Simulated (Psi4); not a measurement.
## C2H4B (charge −1): excited-state calculation (part 3 of 3)

Continued. System: C2H4B, charge −1, SMILES [BH3-]C#C. Method: EOM-CC2/DZVP, RHF, sfX2C (Psi4 1.11). The geometry comes from this level: GFN2-xTB.

Geometry of the input (Å):
```
B  -0.7626  0.5867  -0.2525
C  0.4416  -0.3462  0.1453
C  1.3671  -1.0539  0.4529
H  -1.7432  -0.1032  -0.5319
H  -0.4490  1.2675  -1.2286
H  -1.0371  1.3260  0.6923
H  2.1831  -1.6770  0.7225
```

### Output, continued
```
	Largest LIjAb Amplitudes:
	  9  10  15  10         0.0102915982
	 10   9  10  15         0.0102915982
	  9  10   9  14         0.0102490436
	 10   9  14   9         0.0102490436
	  8   9   2   4        -0.0095828824
	  9   8   4   2        -0.0095828824
	  7  10   1   3        -0.0094876863
	 10   7   3   1        -0.0094876863
	  7   9   2  15         0.0093719818
	  9   7  15   2         0.0093719818

	Iterations converged.

	<L|R> overlap matrix with ROHF quantities (-99 => 0 by symmetry)

                 1            2            3            4

    1    1.0000000   -0.0000000    0.0000000    0.0000000
    2    0.0000000    1.0000000   -0.0000000   -0.0000000
    3    0.0000000    0.0000000    1.0000000   -0.0000000
    4    0.0000000   -0.0000000   -0.0000000    1.0000000

	<L|R> overlap matrix with RHF quantities (-99 => 0 by symmetry)

                 1            2            3            4

    1    1.0000000   -0.0000000   -0.0000000    0.0000000
    2    0.0000000    1.0000000    0.0000000    0.0000000
    3    0.0000000    0.0000000    1.0000000    0.0000000
    4    0.0000000    0.0000000   -0.0000000    1.0000000

	Projections for excited state, irrep A, root 0:
	<0|Le^(-T)|0><0|Re^T|0>  =    0.0000000000
	<0|Le^(-T)|S><S|Re^T|0>  =    0.9643767485
	<0|Le^(-T)|D><D|Re^T|0>  =    0.0356232515
	Sum of above             =    1.0000000000
	Approx. excitation level =    1.0356232515

	Projections for excited state, irrep A, root 1:
	<0|Le^(-T)|0><0|Re^T|0>  =    0.0000000006
	<0|Le^(-T)|S><S|Re^T|0>  =    0.9618755375
	<0|Le^(-T)|D><D|Re^T|0>  =    0.0381244619
	Sum of above             =    1.0000000000
	Approx. excitation level =    1.0381244613

	Projections for excited state, irrep A, root 2:
	<0|Le^(-T)|0><0|Re^T|0>  =    0.0000000009
	<0|Le^(-T)|S><S|Re^T|0>  =    0.9618750957
	<0|Le^(-T)|D><D|Re^T|0>  =    0.0381249034
	Sum of above             =    1.0000000000
	Approx. excitation level =    1.0381249025

			**************************
			*                        *
			*        CCDENSITY       *
			*                        *
			**************************

	Input parameters:
	-----------------
	Wave function    = EOM_CC2
	Reference wfn    =   RHF
	Dertype          = 0
	Tolerance        = 1.0e-14
	Cache Level      = 2
	AO Basis         = No
	OPDM Only        = Yes
	Relax OPDM       = No
	Compute Xi       = No
	Use Zeta         = No
	Xi connected     = Yes
	Compute NO       = No

	Nuclear Rep. energy (wfn)     =   51.234109945090509
	SCF energy          (wfn)     = -102.713818522194103
	Reference energy    (file100) = -102.713818522193705
	CC2 energy          (CC_INFO) =   -0.349588267035447
	Total CC2 energy    (CC_INFO) = -103.063406789229148
	Number of States = 4

	Ground?  State     EOM Energy       R0
	  Yes     0  A    0.0000000000   1.00000000
	   No     1  A    0.2688628177  -0.00000007
	   No     2  A    0.2778536902   0.00002441
	   No     3  A    0.2778585034   0.00003007
DDoing transition

	Oscillator Strength for 1  A
	                              X    	       Y    	       Z
	<0|mu_e|n>              -0.00071140 	 -0.00063664 	  0.00067761
	<n|mu_e|0>              -0.00075533 	 -0.00067522 	  0.00072063
	Dipole Strength          0.00000146
	Oscillator Strength      0.00000026
	Einstein A Coefficient   6.05940768e+02
	Einstein B Coefficient   1.77087974e+14
Doing transition

	Length-Gauge Rotational Strength for 1  A
	                              X    	       Y    	       Z
	<0|mu_e|n>              -0.00071140 	 -0.00063664 	  0.00067761
	<n|mu_m|0>              -0.05199144 	  0.03766523 	 -0.01736541
	<0|mu_m|n>*             -0.04971496 	  0.03601793 	 -0.01660785
	<n|mu_e|0>*             -0.00075533 	 -0.00067522 	  0.00072063

	Rotational Strength (au)                  0.00000125
	Rotational Strength (10^-40 esu^2 cm^2)   0.00059008

	Velocity-Gauge Rotational Strength for 1  A
	                              X    	       Y    	       Z
	<0|mu_e|n>              -0.00016377 	 -0.00012498 	  0.00020515
	<n|mu_m|0>              -0.05199144 	  0.03766523 	 -0.01736541
	<0|mu_m|n>*             -0.04971496 	  0.03601793 	 -0.01660785
	<n|mu_e|0>*             -0.00017992 	 -0.00013719 	  0.00022553

	Rotational Strength (au)                  0.00000093
	Rotational Strength (10^-40 esu^2 cm^2)   0.00044061
Doing transition
DDoing transition

	Oscillator Strength for 2  A
	                              X    	       Y    	       Z
	<0|mu_e|n>               0.09346069 	  0.10090516 	 -0.04765678
	<n|mu_e|0>               0.09778397 	  0.10557457 	 -0.04985382
	Dipole Strength          0.02216785
	Oscillator Strength      0.00410628
	Einstein A Coefficient   1.01857183e+07
	Einstein B Coefficient   2.69708285e+18
Doing transition

	Length-Gauge Rotational Strength for 2  A
	                              X    	       Y    	       Z
	<0|mu_e|n>               0.09346069 	  0.10090516 	 -0.04765678
	<n|mu_m|0>               0.00020403 	  0.00198182 	  0.00488630
	<0|mu_m|n>*              0.00021953 	  0.00232077 	  0.00560161
	<n|mu_e|0>*              0.09778397 	  0.10557457 	 -0.04985382

	Rotational Strength (au)                 -0.00001330
	Rotational Strength (10^-40 esu^2 cm^2)  -0.00627047

	Velocity-Gauge Rotational Strength for 2  A
	                              X    	       Y    	       Z
	<0|mu_e|n>               0.02019404 	  0.02194836 	 -0.01022264
	<n|mu_m|0>               0.00020403 	  0.00198182 	  0.00488630
	<0|mu_m|n>*              0.00021953 	  0.00232077 	  0.00560161
	<n|mu_e|0>*              0.02093523 	  0.02275937 	 -0.01058975

	Rotational Strength (au)                 -0.00000763
	Rotational Strength (10^-40 esu^2 cm^2)  -0.00359484
Doing transition
DDoing transition

	Oscillator Strength for 3  A
	                              X    	       Y    	       Z
	<0|mu_e|n>               0.00389235 	  0.05932426 	  0.12665906
	<n|mu_e|0>               0.00407274 	  0.06204828 	  0.13245561
	Dipole Strength          0.02047352
	Oscillator Strength      0.00379250
	Einstein A Coefficient   9.40769682e+06
	Einstein B Coefficient   2.49094059e+18
Doing transition

	Length-Gauge Rotational Strength for 3  A
	                              X    	       Y    	       Z
	<0|mu_e|n>               0.00389235 	  0.05932426 	  0.12665906
	<n|mu_m|0>              -0.00223926 	 -0.00197480 	  0.00111468
	<0|mu_m|n>*             -0.00279170 	 -0.00258220 	  0.00140351
	<n|mu_e|0>*              0.00407274 	  0.06204828 	  0.13245561

	Rotational Strength (au)                  0.00001481
	Rotational Strength (10^-40 esu^2 cm^2)   0.00698358

	Velocity-Gauge Rotational Strength for 3  A
	                              X    	       Y    	       Z
	<0|mu_e|n>               0.00087000 	  0.01284498 	  0.02709223
	<n|mu_m|0>              -0.00223926 	 -0.00197480 	  0.00111468
	<0|mu_m|n>*             -0.00279170 	 -0.00258220 	  0.00140351
	<n|mu_e|0>*              0.00090529 	  0.01330580 	  0.02804259

	Rotational Strength (au)                  0.00000964
	Rotational Strength (10^-40 esu^2 cm^2)   0.00454478
Doing transition
Doing transition

	                   Ground State -> Excited State Transitions

	                   Excitation Energy          OS       RS        RS     Einstein A
	State   (eV)    (cm^-1)    (nm)     (au)              (l,au)   (v,au)     (s^-1)
	 1  A   7.316   59008.6   169.5   0.268863   0.0000   0.0000   0.0000  6.059408E+02
	 2  A   7.561   60981.8   164.0   0.277854   0.0041  -0.0000  -0.0000  1.018572E+07
	 3  A   7.561   60982.9   164.0   0.277859   0.0038   0.0000   0.0000  9.407697E+06

Doing transition

	*********************************************************************
	*********************************************************************
	************                                             ************
	************ Excited State-Excited State Transition Data ************
	************                                             ************
	*********************************************************************
	*********************************************************************

	*** Computing <1 A|X{pq}}|2 A> (LEFT) Transition Density ***

		*** LTD Setup complete.
		***...density has been built...
		***...density has been sorted...

	*** Computing <2 A|X{pq}}|1 A> (RIGHT) Transition Density ***

		*** RTD Setup complete.
		***...density has been built...
		***...density has been sorted...

	*** 1A -> 2A transition densities complete.

	Oscillator Strength for 1  A to 2  A
	                              X    	       Y    	       Z
	<0|mu_e|n>               0.00444762 	  0.06446351 	  0.13807508
	<n|mu_e|0>               0.00443724 	  0.06435143 	  0.13781529
	Dipole Strength          0.02319691
	Oscillator Strength      0.00013904
	Einstein A Coefficient   3.61123124e+02
	Einstein B Coefficient   2.82228528e+18

	Length-Gauge Rotational Strength for 1  A to 2  A Transition
	                              X    	       Y    	       Z
	<p|mu_e|q>               0.00444762 	  0.06446351 	  0.13807508
	<q|mu_m|p>               0.00177945 	 -0.00009785 	  0.00005949
	<p|mu_m|q>*              0.00068681 	 -0.00125802 	  0.00064216
	<q|mu_e|p>*              0.00443724 	  0.06435143 	  0.13781529

	Rotational Strength (au)                  0.00001021
	Rotational Strength (10^-40 esu^2 cm^2)   0.00481146

	Velocity-Gauge Rotational Strength for 1  A
	                              X    	       Y    	       Z
	<p|mu_e|q>               0.00005409 	  0.00083212 	  0.00184262
	<q|mu_m|p>               0.00177945 	 -0.00009785 	  0.00005949
	<p|mu_m|q>*              0.00068681 	 -0.00125802 	  0.00064216
	<q|mu_e|p>*              0.00002068 	  0.00008046 	  0.00018910

	Rotational Strength (au)                  0.00000883
	Rotational Strength (10^-40 esu^2 cm^2)   0.00416489

	*** Computing <1 A|X{pq}}|3 A> (LEFT) Transition Density ***

		*** LTD Setup complete.
		***...density has been built...
		***...density has been sorted...

	*** Computing <3 A|X{pq}}|1 A> (RIGHT) Transition Density ***

		*** RTD Setup complete.
		***...density has been built...
		***...density has been sorted...

	*** 1A -> 3A transition densities complete.

	Oscillator Strength for 1  A to 3  A
	                              X    	       Y    	       Z
	<0|mu_e|n>              -0.09748023 	 -0.10488872 	  0.04949942
	<n|mu_e|0>              -0.09729518 	 -0.10469629 	  0.04940281
	Dipole Strength          0.02291123
	Oscillator Strength      0.00013740
	Einstein A Coefficient   3.57248817e+02
	Einstein B Coefficient   2.78752717e+18

	Length-Gauge Rotational Strength for 1  A to 3  A Transition
	                              X    	       Y    	       Z
	<p|mu_e|q>              -0.09748023 	 -0.10488872 	  0.04949942
	<q|mu_m|p>               0.00087410 	 -0.00019293 	  0.00112679
	<p|mu_m|q>*              0.00083980 	 -0.00090574 	 -0.00046595
	<q|mu_e|p>*             -0.09729518 	 -0.10469629 	  0.04940281

	Rotational Strength (au)                 -0.00000955
	Rotational Strength (10^-40 esu^2 cm^2)  -0.00450141

	Velocity-Gauge Rotational Strength for 1  A
	                              X    	       Y    	       Z
	<p|mu_e|q>              -0.00128021 	 -0.00135501 	  0.00066436
	<q|mu_m|p>               0.00087410 	 -0.00019293 	  0.00112679
	<p|mu_m|q>*              0.00083980 	 -0.00090574 	 -0.00046595
	<q|mu_e|p>*             -0.00016659 	 -0.00016631 	  0.00007453

	Rotational Strength (au)                 -0.00000739
	Rotational Strength (10^-40 esu^2 cm^2)  -0.00348553

	*** Computing <2 A|X{pq}}|3 A> (LEFT) Transition Density ***

		*** LTD Setup complete.
		***...density has been built...
		***...density has been sorted...

	*** Computing <3 A|X{pq}}|2 A> (RIGHT) Transition Density ***

		*** RTD Setup complete.
		***...density has been built...
		***...density has been sorted...

	*** 2A -> 3A transition densities complete.

	Oscillator Strength for 2  A to 3  A
	                              X    	       Y    	       Z
	<0|mu_e|n>               0.00046790 	  0.00052572 	 -0.00002123
	<n|mu_e|0>               0.00044428 	  0.00051187 	  0.00001732
	Dipole Strength          0.00000048
	Oscillator Strength      0.00000000
	Einstein A Coefficient   0.00000000e+00
	Einstein B Coefficient   5.79874319e+13

	Length-Gauge Rotational Strength for 2  A to 3  A Transition
	                              X    	       Y    	       Z
	<p|mu_e|q>               0.00046790 	  0.00052572 	 -0.00002123
	<q|mu_m|p>               0.72095916 	 -0.55136950 	  0.23936655
	<p|mu_m|q>*              0.72097433 	 -0.55121230 	  0.23968236
	<q|mu_e|p>*              0.00044428 	  0.00051187 	  0.00001732

	Rotational Strength (au)                  0.00004235
	Rotational Strength (10^-40 esu^2 cm^2)   0.01996660

	Velocity-Gauge Rotational Strength for 2  A
	                              X    	       Y    	       Z
	<p|mu_e|q>              -0.00004346 	 -0.00005744 	  0.00000010
	<q|mu_m|p>               0.72095916 	 -0.55136950 	  0.23936655
	<p|mu_m|q>*              0.72097433 	 -0.55121230 	  0.23968236
	<q|mu_e|p>*             -0.00002196 	 -0.00003838 	 -0.00001373

	Rotational Strength (au)                  0.24824319
	Rotational Strength (10^-40 esu^2 cm^2)  117.03264760

	                   Ground State -> Excited State Transitions

	                   Excitation Energy          OS       RS        RS     Einstein A
	State   (eV)    (cm^-1)    (nm)     (au)              (l,au)   (v,au)     (s^-1)
	 1  A   7.316   59008.6   169.5   0.268863   0.0000   0.0000   0.0000  6.059408E+02
	 2  A   7.561   60981.8   164.0   0.277854   0.0041  -0.0000  -0.0000  1.018572E+07
	 3  A   7.561   60982.9   164.0   0.277859   0.0038   0.0000   0.0000  9.407697E+06

	                   Excited State -> Excited State Transitions

	                        Excitation Energy          OS       RS        RS     Einstein A
	Transition   (eV)    (cm^-1)    (nm)     (au)              (l,au)   (v,au)     (s^-1)
	  1A->2A   0.245    1973.3  5067.7   0.008991   0.0001   0.0000   0.0000  3.611231E+02
	  1A->3A   0.245    1974.3  5065.0   0.008996   0.0001  -0.0000  -0.0000  3.572488E+02
	  2A->3A   0.000       1.1 9466360.9   0.000005   0.0000   0.0000   0.2482  0.000000E+00
```

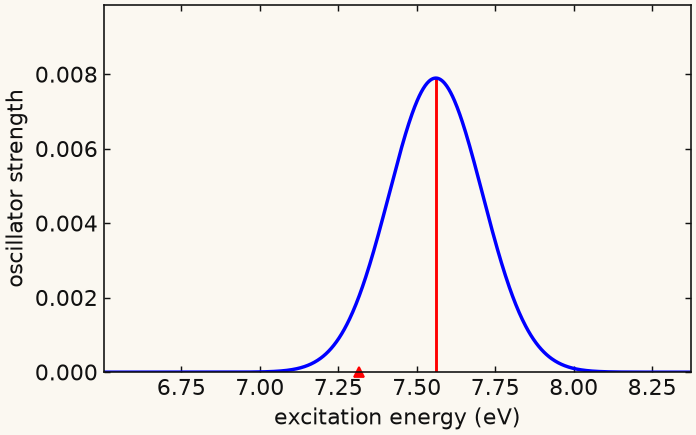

*Computed excitations as sticks (degenerate states added up, dark ones marked on the axis), with a Gaussian envelope of 0.35 eV full width at half maximum, scaled to the tallest.*

Of the 3 states the lowest lies at 7.32 eV (f = 0.000); the strongest line is at 7.56 eV, or 164 nm (f = 0.008, summed over 2 states that lie within 0.004 eV).

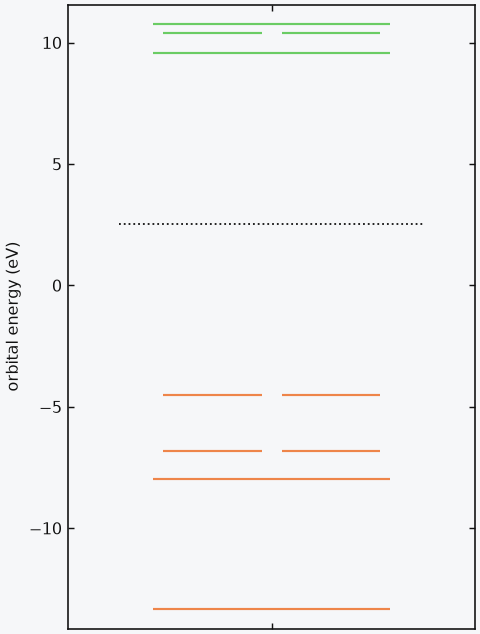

*Orbital energies near the frontier (SCF reference); the dotted line parts filled from empty levels, and levels within 0.02 eV of each other stand side by side.*

Highest filled −4.50 eV, lowest empty 9.56 eV, 14.06 eV apart.

### Results in brief

```json
{"quantity": "outcome", "value": "converged"}
{"quantity": "total energy", "value": "−103.063407 hartree"}
{"quantity": "SCF energy", "value": "−102.713819 hartree"}
{"quantity": "MP2 energy", "value": "−103.058623 hartree"}
{"quantity": "basis functions", "value": "50"}
{"quantity": "T1 diagnostic", "value": "0.012"}
{"quantity": "HOMO of the SCF reference", "value": "−4.50 eV"}
{"quantity": "LUMO of the SCF reference", "value": "9.56 eV"}
{"quantity": "lowest excitation", "value": "7.32 eV"}
{"quantity": "hardware", "value": "1 thread of Intel Xeon (Granite Rapids), 192 GiB of memory available, shared host"}
{"quantity": "wall time", "value": "10 s"}
{"quantity": "peak memory", "value": "0.31 GiB"}
```
